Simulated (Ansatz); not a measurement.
Base system: BaTiO$_{3}$ (space group P4mm, No. 99; a = 3.9851 Å, c = 4.2043 Å).

Structures relaxed with Ansatz (a quantum-chemistry and plane-wave program), PBE, PAW, cutoff 420 eV, spin-orbit coupling left out, earlier PAW set.

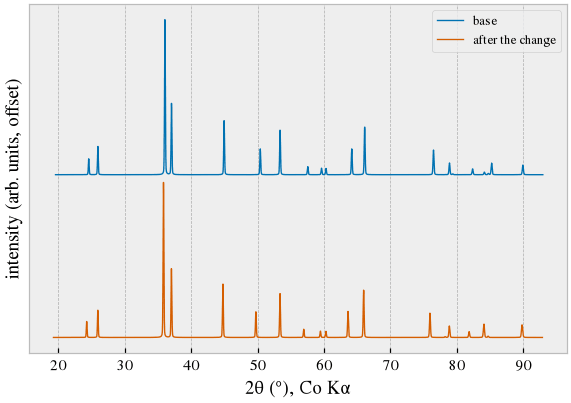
Figure. Simulated powder patterns before (top) and after one change

Q: Which change produced these results?
A) pressure 0.7 GPa
B) pressure −1 GPa
C) pressure 3 GPa
D) pressure 10 GPa

A: B, pressure −1 GPa. Its volume per atom is 13.52 Å³ against 13.35 Å³, and its space group is P4mm (No. 99).

Load acts through the strain it causes; cell and atoms are relaxed under it. No phonon test of stability was made. No other phases were tried under pressure. All final runs are without spin polarisation.
